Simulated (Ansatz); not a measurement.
Si2PH6OF: several calculations on one system

## 1. Relaxation

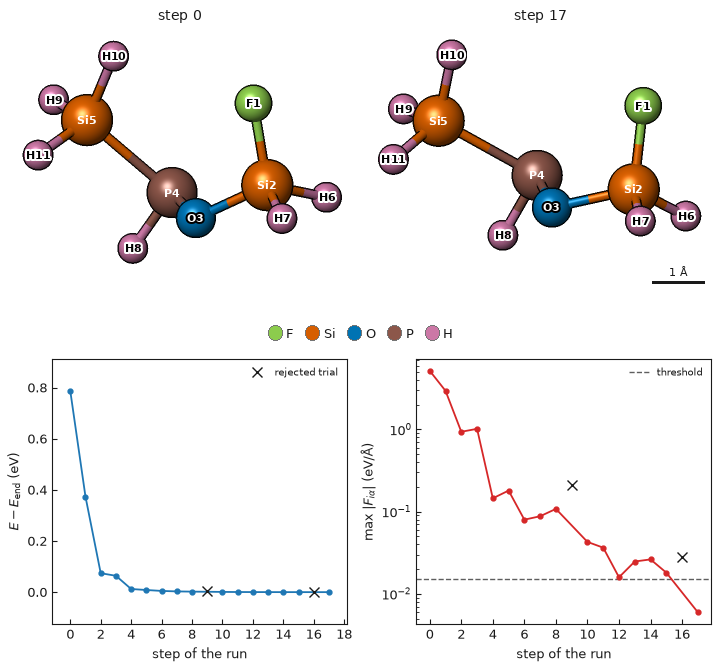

First and last geometry of a relaxation of Si₂PH₆OF, with the history of the run. Style: ball-and-stick. Shown at a tilt.

The run prepares an end point of a later path (torsion) calculation, from a guessed geometry.

Theory: RKS PBE0/STO-3G in Ansatz 0.2.0.

Input
```yaml
crystal:
  periodic: [false, false, false]
  atoms:
    - { symbol: F, position_ang: [-1.1739, 0.8084, 1.7667] }
    - { symbol: Si, position_ang: [-0.9271, 1.7965, 0.4931] }
    - { symbol: O, position_ang: [0.1953, 1.0724, -0.479] }
    - { symbol: P, position_ang: [-0.2015, -0.2916, -1.1721] }
    - { symbol: Si, position_ang: [0.8406, -1.8376, 0.0165] }
    - { symbol: H, position_ang: [-2.1842, 2.0649, -0.2554] }
    - { symbol: H, position_ang: [-0.3697, 3.0965, 0.996] }
    - { symbol: H, position_ang: [0.6429, -0.2881, -2.2829] }
    - { symbol: H, position_ang: [0.7231, -3.1247, -0.6099] }
    - { symbol: H, position_ang: [0.2613, -1.9176, 1.4201] }
    - { symbol: H, position_ang: [2.2584, -1.4363, 0.1274] }
basis:
  gaussian: { orbitals: STO-3G }
hamiltonian:
  xc: pbe0
relax:
  f_tol: 0.015
  max_steps: 40
```

Launched with:
```bash
ansatz run input.yaml --threads 1 --pin off --max-ram 2048MiB --backend cpu --events-out ev --progress --plain --runs-dir out
```

What do the curves and the structures tell?

Answer. It converged. Over 15 accepted moves (17 points after the start) the energy falls by 0.787 eV. The largest force component goes from 5.2 to 0.006 eV/Å. The line search rejected the trial steps at points 9, 16 of the run. The atom that moves furthest after the best rigid fit is F1 (0.58 Å). Largest moves by element: F 0.58 Å, H 0.44 Å, P 0.35 Å, O 0.28 Å, Si 0.16 Å. Some distances before and after: O3–P4 1.581 → 1.750 Å, Si5–H10 1.521 → 1.443 Å, Si2–O3 1.652 → 1.705 Å, Si2–H7 1.501 → 1.448 Å. Among the angles between lasting bonds that change: Si2–O3–P4 117.8° → 110.8°, O3–P4–H8 101.2° → 94.7°, O3–P4–Si5 104.4° → 98.2°. Groups turn about O3–P4 by about 25°. Cost: 58 s on 1 thread of Arm Neoverse V1, on a shared host, peak memory 0.15 GiB.

Limits of the set-up: STO-3G is a minimal basis, so the numbers are rough.

## 2. Relaxation

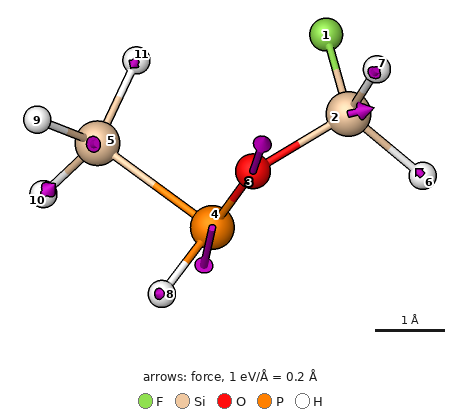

Starting geometry of Si$_{2}$PH$_{6}$OF with the computed forces as purple arrows. A ball-and-stick model, seen at a tilt.

The run prepares an end point of a later path (torsion) calculation, from a guessed geometry.

All numbers below come from RKS PBE0/STO-3G in Ansatz 0.2.0. Settings: no spin polarisation; force threshold 0.015 eV/Å; at most 40 steps.

> Is this structure relaxed? If not, where do the atoms go?

It isn't relaxed: the largest force vector, on P4, is 6.79 eV/Å. The final displacements have little in common with the starting forces (cosine between the two patterns 0.15). The atom that moves furthest after the best rigid fit is F1 (0.59 Å). By element the largest moves are F 0.59 Å, H 0.49 Å, P 0.35 Å, O 0.29 Å, Si 0.16 Å. Some distances before and after: O3–P4 1.581 → 1.750 Å, Si5–H10 1.521 → 1.444 Å, Si2–O3 1.652 → 1.706 Å, Si2–H7 1.501 → 1.448 Å. Bond angles that change, for instance: Si2–O3–P4 117.8° → 110.7°, O3–P4–H8 101.2° → 94.7°, O3–P4–Si5 104.4° → 98.2°. Groups turn about O3–P4 by about 25°. The energy falls by 17.7 kcal/mol in 15 accepted moves (17 points after the start). The largest force component goes from 5.2 to 0.013 eV/Å. The line search rejected the trial steps at points 9, 11 of the run. Cost: 57 s on 1 thread of Arm Neoverse V1, with other jobs on the host, peak memory 0.15 GiB.

Limits of the set-up: STO-3G is a minimal basis, so the numbers are rough.

## 3. Path

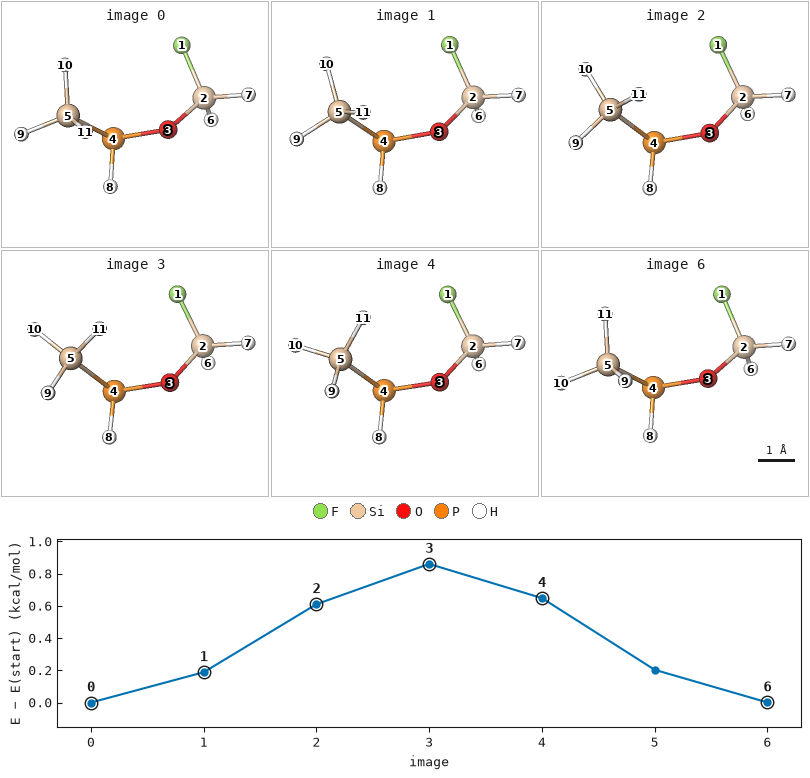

A search for the minimum-energy path of Si2PH6OF by the nudged elastic band. Images are numbered from 0 (start) to 6 (end). A ball-and-stick model, seen at a tilt.

The calculation used Ansatz, RKS PBE0/STO-3G. Settings: 5 movable images; climbing image; force threshold 0.03 eV/Å; iteration limit 60; starting path through a guess of the saddle point.

> What happens along the path, and what is the barrier?

The motion is a rotation about the P4–Si5 bond by about 120°. No bond forms or breaks between the ends. Bond angles that change up to the highest image, for instance: P4–Si5–H9 108.9° → 112.4°, P4–Si5–H11 112.6° → 110.4°. The barrier is about 0.86 kcal/mol in both directions, with image 3 at the top; the ends have the same energy. The band converged in 16 iterations. The largest component of the band force went from 5.2 to 0.022 eV/Å. The climbing image converged on the top of the path. Its vibrational analysis gives one imaginary mode (92i cm⁻¹), as a transition state must have.

Limits of the set-up: STO-3G is a minimal basis, so the numbers are rough.
